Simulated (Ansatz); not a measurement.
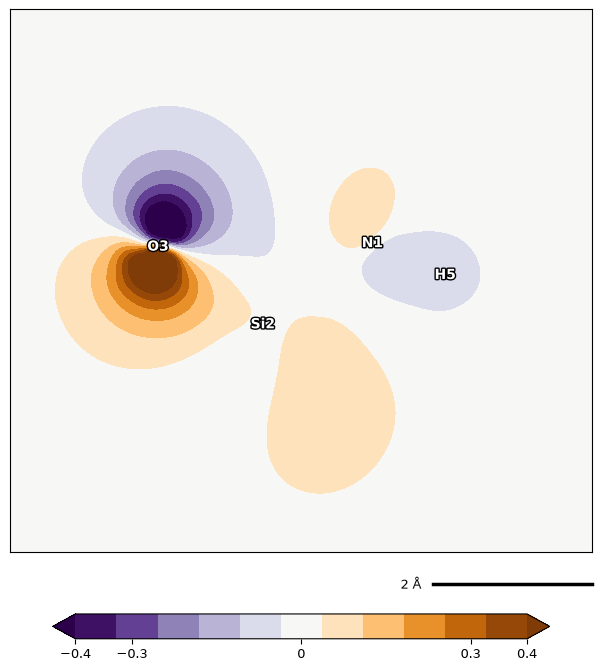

Figure. H₅NO₂Si. The HOMO−1 on the plane of atoms N1, Si2 and O3 (values in Å⁻³ᐟ²; the overall sign is arbitrary).

Geometry: PBE0-D4/def2-TZVP.

Level of theory: Ansatz 0.2.0, RKS PBE0-D4/def2-TZVPP.

Input

```
crystal:
  periodic: [false, false, false]
  atoms:
    - {symbol: N, position_ang: [-1.209105, 0.242119, -0.190171]}
    - {symbol: Si, position_ang: [0.501233, 0.276407, -0.077800]}
    - {symbol: O, position_ang: [1.073396, -0.897206, -1.068961]}
    - {symbol: O, position_ang: [0.883089, 0.128262, 1.509486]}
    - {symbol: H, position_ang: [-1.761158, 0.802496, 0.439846]}
    - {symbol: H, position_ang: [-1.647789, 0.188543, -1.095902]}
    - {symbol: H, position_ang: [1.206132, 1.497163, -0.511570]}
    - {symbol: H, position_ang: [0.635575, -1.749252, -1.034269]}
    - {symbol: H, position_ang: [0.407126, -0.534832, 2.012142]}
basis:
  gaussian: {orbitals: def2-TZVPP}
hamiltonian: {xc: pbe0, dispersion: d4}
output: {orbitals: {seedname: orbitals}}
```

Run with:

```sh
ansatz run in.yaml --threads 2 --pin off --events-out ev --progress --plain --max-ram 22528MiB --backend cpu
```

### What is the character of this orbital?

By Hirshfeld shares it lies mainly on O4 (about 40 %) and O3 (about 40 %); largely a combination of lone pairs on O4 and O3. Its energy is −9.09 eV.
